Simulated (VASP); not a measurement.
Band structure of CuI (zinc blende). These are PBE GGA with D3 dispersion (Becke-Johnson damping), VASP's PBE PAW potentials (set 64) (plane waves; VASP 6.6.1) values and carry that method's errors.

Unless said otherwise, spin-orbit coupling is left out, though it shifts the bands of the heavy elements here.

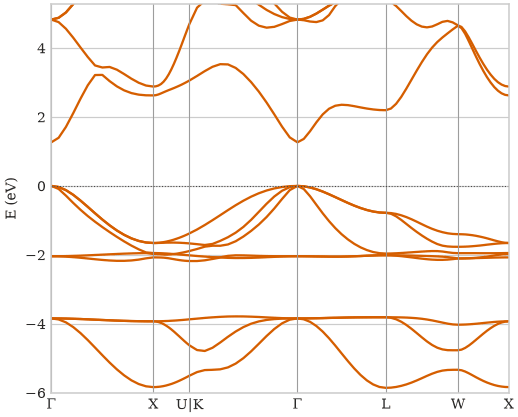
Figure. Bands along high-symmetry lines, zero at the valence-band maximum or, without a gap, the Fermi level

Task: Read the plot: is there a gap, and where are the band edges?

Result: The gap is direct, 1.27 eV, from the valence maximum at Γ to the conduction minimum at Γ. (Edges off the drawn lines would not show.)

Measured: gap 3.12 eV (computed value off by -1.85 eV), as given by Abedi et al., (2022), arXiv:2211.14644.

The compound is CuI in the zinc blende structure. It was relaxed first.
